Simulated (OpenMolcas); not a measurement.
# CH₇NOSi: single-point calculation (part 3 of 3)

The same run, continued: CH₇NOSi; CASSCF/ANO-R1, sfX2C (OpenMolcas 26.06). The geometry comes from this level: PBE0-D4/def2-TZVP.

Geometry of the input (Å):
```
C  -0.6553  1.7119  0.5002
O  -0.6106  0.5087  -0.2271
Si 0.5338  -0.6427  0.0543
N  0.3447  -2.0069  -0.9437
H  0.2584  2.3029  0.3623
H  -1.5015  2.3012  0.1424
H  -0.7907  1.5318  1.5738
H  0.4219  -1.0799  1.4723
H  1.8746  -0.0550  -0.2121
H  -0.4034  -2.6611  -0.7833
H  0.5936  -1.9680  -1.9184
```

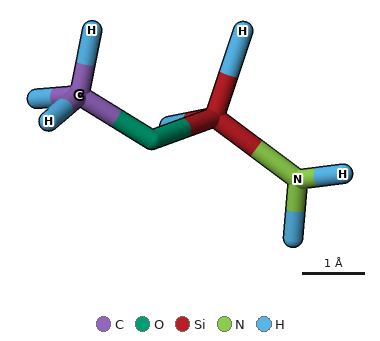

The structure as given in the input (stick view, seen at a tilt).

## Output, continued
```
               7 H7            8 H8            9 H9           10 H10          11 H11
    7 H7       0.000000
    8 H8       2.881263        0.000000
    9 H9       3.579273        2.449073        0.000000
   10 H10      4.825591        2.875595        3.508178        0.000000
   11 H11      5.134233        3.509280        2.865657        1.662182        0.000000

                    **************************************
                    *    Valence Bond Angles / degree    *
                    **************************************
                          Atom centers                 Phi
                      2 O2       1 C1       5 H5       111.68
                      2 O2       1 C1       6 H6       108.48
                      2 O2       1 C1       7 H7       111.69
                      5 H5       1 C1       6 H6       108.28
                      5 H5       1 C1       7 H7       108.32
                      6 H6       1 C1       7 H7       108.29
                      8 H8       3 SI3      9 H9       110.76
                     10 H10      4 N4      11 H11      111.29
--

            Nuclear Potential Energy            180.91558622 au

--- Stop Module: gateway /rc=_RC_ALL_IS_WELL_ ---

--- Start Module: seward ---

                                              &SEWARD

                       available to each process: 1.9 GB of memory, 1 thread

               SEWARD will generate:
                  Multipole Moment integrals up to order  2
                  Kinetic Energy integrals
                  Nuclear Attraction integrals (finite nuclei - Gaussian type)
                  One-Electron Hamiltonian integrals
                  Velocity integrals
                  Relativistic X2C integrals
                  Orbital angular momentum around (  0.0635  -0.4178  -0.2130 )
                  Velocity quadrupole around (  0.0635  -0.4178  -0.2130 )
                  Atomic mean-field integrals
                  RI decomposed two-electron repulsion integrals stored Cholesky style
                   - acCD auxiliary basis
                   - CD Threshold:   1.00E-04

                   Integrals are discarded if absolute value <: 1.00E-14
                   Integral cutoff threshold is set to       <: 1.00E-16

            Nuclear Potential Energy            180.91558622 au

      Basis set specifications :
      Symmetry species         a
      Basis functions           95

--- Stop Module: seward /rc=_RC_ALL_IS_WELL_ ---
--- Module seward spent 3 seconds ---

>>> COPY step2.RunFile RUNFIL2

--- Start Module: expbas ---

                                              &EXPBAS

                       available to each process: 1.9 GB of memory, 1 thread

 Header on input orbitals file:
* RASSCF average (pseudo-natural) orbitals

 Information from input runfile
           Number of symmetries    1
      Number of basis functions   31

 Information from expanded basis set runfile
           Number of symmetries    1
      Number of basis functions   95
 New orbitals have been built in file EXPORB
--- Stop Module: expbas /rc=_RC_ALL_IS_WELL_ ---

--- Start Module: rasscf ---

                                              &RASSCF

                       available to each process: 1.9 GB of memory, 1 thread

      Header of the ONEINT file:
      --------------------------

      OrdInt status: non-squared

      Cartesian coordinates in angstrom:
      -----------------------------------------------------
      No.  Label        X            Y            Z
      -----------------------------------------------------
       1   C1        -0.65530000   1.71190000   0.50020000
       2   O2        -0.61060000   0.50870000  -0.22710000
       3   SI3        0.53380000  -0.64270000   0.05430000
       4   N4         0.34470000  -2.00690000  -0.94370000
       5   H5         0.25840000   2.30290000   0.36230000
       6   H6        -1.50150000   2.30120000   0.14240000
       7   H7        -0.79070000   1.53180000   1.57380000
       8   H8         0.42190000  -1.07990000   1.47230000
       9   H9         1.87460000  -0.05500000  -0.21210000
      10   H10       -0.40340000  -2.66110000  -0.78330000
      11   H11        0.59360000  -1.96800000  -1.91840000
      -----------------------------------------------------
      Nuclear repulsion energy =  180.91558622

++    Wave function specifications:
      -----------------------------

      Number of closed shell electrons          40
      Number of electrons in active shells       2
      Max number of holes in RAS1 space          0
      Max nr of electrons in RAS3 space          0
      Number of inactive orbitals               20
      Number of active orbitals                  2
      Number of secondary orbitals              73
      Spin quantum number                      0.0
      State symmetry                             1
--

++    Orbital specifications:
      -----------------------

      Symmetry species                           1
                                                 a
      Frozen orbitals                            0
      Inactive orbitals                         20
      Active orbitals                            2
      RAS1 orbitals                              0
      RAS2 orbitals                              2
      RAS3 orbitals                              0
      Secondary orbitals                        73
      Deleted orbitals                           0
      Number of basis functions                 95
--

++    CI expansion specifications:
      ----------------------------

      Number of CSFs                             3
      Number of spin combinations                3
      Number of determinants                     4
      Number of root(s) required                 1
      Root chosen for geometry opt.              1
      CI root used                               1

      highest root included in the CI            1
      max. size of the explicit Hamiltonian      3
--

++    Optimization specifications:
      ----------------------------

      RASSCF algorithm: LK RI/DF
      Maximum number of macro iterations       200
      Maximum number of SX iterations          100
      Threshold for RASSCF energy            1.000E-08
      Threshold for max MO rotation          1.000E-01
      Threshold for max BLB element          1.000E-04
      Level shift parameter                  5.000E-01
      Make Quasi-Newton update
--

      The MO-coefficients are taken from the file:
      step2.ExpOrb
      Title:Basis set expanded orbital file EXPORB

      Total molecular charge    0.00

      ************************************************************************************************************************
      *                                            Wave function control section                                             *
      ************************************************************************************************************************

                                         RASSCF iterations: Energy and convergence statistics
                                         ----------------------------------------------------

          iter iter root      energy       change     param      element    value   shift minimum  type update hh:mm:ss
 Nr of preliminary CI iterations:   1
        1   1   15    1  -460.06228513    0.00E+00   7.84E-02   10  59 1 -3.21E-01*  0.00   0.00    SX    NO    0:00:00
        2   1  101    1  -460.83263192   -7.70E-01*  5.91E-02   16  31 1 -1.10E-01*  0.00   0.00    SX    NO    0:00:00
        3   1   29    1  -460.99990070   -1.67E-01*  5.63E-02   18  60 1  3.78E-02*  0.00   0.00    SX    NO    0:00:00
        4   1   23    1  -461.02429970   -2.44E-02*  3.69E-02   16  31 1 -2.95E-02*  0.00   0.00    SX    NO    0:00:00
        5   1   22    1  -461.02755882   -3.26E-03*  3.10E-02   20  42 1  9.10E-03*  0.00   1.24    QN   YES    0:00:00
        6   1   19    1  -461.02845948   -9.01E-04*  9.06E-03   10  59 1  2.10E-03*  0.00   0.96    QN   YES    0:00:00
        7   1   18    1  -461.02850856   -4.91E-05*  1.28E-02   14  30 1  1.72E-03*  0.00   2.50    LS   YES    0:00:00
        8   1   18    1  -461.02852324   -1.47E-05* -1.14E-02   14  30 1  2.92E-03*  0.00   0.73    QN   YES    0:00:00
        9   1   18    1  -461.02857260   -4.94E-05* -3.24E-02   16  31 1  1.40E-03*  0.00   1.51    QN   YES    0:00:00
       10   1   18    1  -461.02864713   -7.45E-05* -1.01E-01*  18  60 1 -1.30E-03*  0.00   2.10    QN   YES    0:00:00
       11   1   18    1  -461.02882022   -1.73E-04* -1.14E-01*  13  30 1  4.30E-03*  0.00   1.59    QN   YES    0:00:00
       12   1   20    1  -461.02896089   -1.41E-04*  6.56E-02   13  30 1  5.39E-03*  0.00   1.27    QN   YES    0:00:00
       13   1   19    1  -461.02906709   -1.06E-04*  4.52E-02   13  30 1  4.39E-03*  0.00   1.92    QN   YES    0:00:00
       14   1   17    1  -461.02918772   -1.21E-04*  1.65E-02   14  30 1 -1.31E-03*  0.00   1.28    QN   YES    0:00:00
       15   1   16    1  -461.02920540   -1.77E-05*  3.75E-03   14  30 1 -4.94E-04*  0.00   1.19    QN   YES    0:00:00
       16   1   14    1  -461.02920793   -2.53E-06* -2.02E-03   18  22 1 -1.39E-04*  0.00   1.01    QN   YES    0:00:00
       17   1   13    1  -461.02920817   -2.44E-07*  1.01E-03   19  27 1 -6.01E-05   0.00   1.42    QN   YES    0:00:00
       18   1   12    1  -461.02920827   -9.55E-08*  8.47E-04   14  30 1  4.14E-05   0.00   0.80    QN   YES    0:00:00
       19   1   11    1  -461.02920828   -1.50E-08*  8.26E-05   14  30 1 -4.64E-05   0.00   0.82    QN   YES    0:00:00
       20   1   10    1  -461.02920829   -5.84E-09  -1.62E-04   14  30 1 -1.41E-05   0.00   2.50    QN   YES    0:00:00
      Convergence after 20 iterations
       21   1   10    1  -461.02920829   -2.49E-09  -1.62E-04   14  30 1 -6.74E-06   0.00   2.50    QN   YES    0:00:00

      ************************************************************************************************************************
                                                      Wave function printout:
                       occupation of active orbitals, and spin coupling of open shells (u,d: Spin up or down)
      ************************************************************************************************************************

      Note: transformation to natural orbitals
      has been made, which may change the order of the CSFs.

      printout of CI-coefficients larger than  0.05 for root  1
      energy=    -461.029208
      conf/sym  11     Coeff  Weight
             1  20   0.99632 0.99265
             3  02  -0.08571 0.00735

      Natural orbitals and occupation numbers for root  1
      sym 1:   1.985308   0.014692

      ************************************************************************************************************************
      *                                                    Final results                                                     *
      ************************************************************************************************************************

++    Final optimization conditions:
      ------------------------------

      Average CI energy                            -461.02920829
      RASSCF energy for state  1                   -461.02920829
      Super-CI energy                                -0.00000000
      RASSCF energy change                           -0.00000000
      Max change in MO coefficients              -1.688E-04
      Max non-diagonal density matrix element    -1.622E-04
      Maximum BLB matrix element                 -6.743E-06
      (orbital pair  14,  30 in symmetry   1)
      Norm of electronic gradient            2.549E-05
--

      Final state energy(ies):
      ------------------------

::    RASSCF root number  1 Total energy:   -461.02920829
      Von Neumann Entropy (Root   1) =  0.06263

      Mulliken population analysis for root number:  1
      -----------------------------------------------

++    Molecular charges:
      ------------------

      Mulliken charges per centre
      ---------------------------

                C1      O2      SI3     N4      H5      H6      H7      H8      H9      H10     H11
      Total    5.8785  8.4891 13.5687  7.5053  0.9745  0.9638  0.9746  0.9938  0.9933  0.8294  0.8290

      N-E      0.1215 -0.4891  0.4313 -0.5053  0.0255  0.0362  0.0254  0.0062  0.0067  0.1706  0.1710

      Total electronic charge=   42.000000

      Total            charge=   -0.000000
--

      Expectation values of various properties for root number:  1
      -----------------------------------------------------------

++    Molecular properties:
      ---------------------

      Charge (e):
                      =   -0.0000
      Dipole Moment (debye):
      Origin of the operator (angstrom)=    0.0336   -0.2211   -0.1127
                   X= -2.5132E-01               Y=  9.1044E-02               Z= -1.4038E-01           Total=  3.0192E-01
      Quadrupole Moment (debye*angstrom):
      Origin of the operator (angstrom)=    0.0336   -0.2211   -0.1127
                  XX= -3.4937E+01              XY=  1.8002E+00              XZ= -1.3106E+00              YY= -2.9502E+01
                  YZ=  3.3042E+00              ZZ= -3.1316E+01
      In traceless form (debye*angstrom)
                  XX= -4.5282E+00              XY=  2.7003E+00              XZ= -1.9659E+00              YY=  3.6249E+00
                  YZ=  4.9563E+00              ZZ=  9.0327E-01
--

      LoProp population analysis for root number:  1
      -----------------------------------------------

++    LoProp analysis:
      ----------------

++    Static properties:
      ------------------

      LoProp Charges per center

                   C1       O2       SI3      N4       H5       H6       H7       H8       H9       H10
      Nuclear      6.0000   8.0000  14.0000   7.0000   1.0000   1.0000   1.0000   1.0000   1.0000   1.0000
      Electronic  -6.5127  -8.5775 -13.1102  -7.9381  -0.7765  -0.7421  -0.7770  -1.1291  -1.1286  -0.6542

      Total       -0.5127  -0.5775   0.8898  -0.9381   0.2235   0.2579   0.2230  -0.1291  -0.1286   0.3458

                   H11
      Nuclear      1.0000
      Electronic  -0.6541

      Total        0.3459
--

      Natural Bond Order analysis for root number:  1

++    Natural Bond Order analysis
      ---------------------------
      Based on LoProp computed density
      -------------------------------------------------------------------------------------
      Atom A       Atom B       Bond Order | Atom A       Atom B       Bond Order
        C1           H5             0.782  |   C1           H7             0.788
        C1           H6             0.792  |   SI3          H8             0.811
        SI3          H9             0.818  |
      -------------------------------------------------------------------------------------
      NBO located      7.981 electrons involved in    5 bonds.
      NBO located      0.975 non-bonded electrons on atom C1
      NBO located      0.999 non-bonded electrons on atom O2
      NBO located      0.974 non-bonded electrons on atom SI3
      NBO located      1.000 non-bonded electrons on atom SI3
      NBO located      0.999 non-bonded electrons on atom SI3
      NBO located      0.999 non-bonded electrons on atom SI3
      NBO located      0.992 non-bonded electrons on atom SI3
      NBO located      0.996 non-bonded electrons on atom N4
      The remaining    8.665 electrons are to be considered as diffuse
--

--

      Average orbitals are written to the RASORB file
      Natural orbitals for root   1 are written to the RASORB.1 file
      Spin density orbitals for root   1 are written to the SPDORB.1 file

--- Stop Module: rasscf /rc=_RC_ALL_IS_WELL_ ---
--- Module rasscf spent 5 seconds ---

.##################.
.# Happy landing! #.
.##################.

    Timing: Wall=12.89 User=11.55 System=1.26
```

## Summary

| quantity | value |
| --- | --- |
| outcome | converged |
| total energy | −461.029208 hartree |
| CASSCF energy | −461.029208 hartree |
| basis functions | 95 |
| wall time | 13 s |
| peak memory | 0.38 GiB |
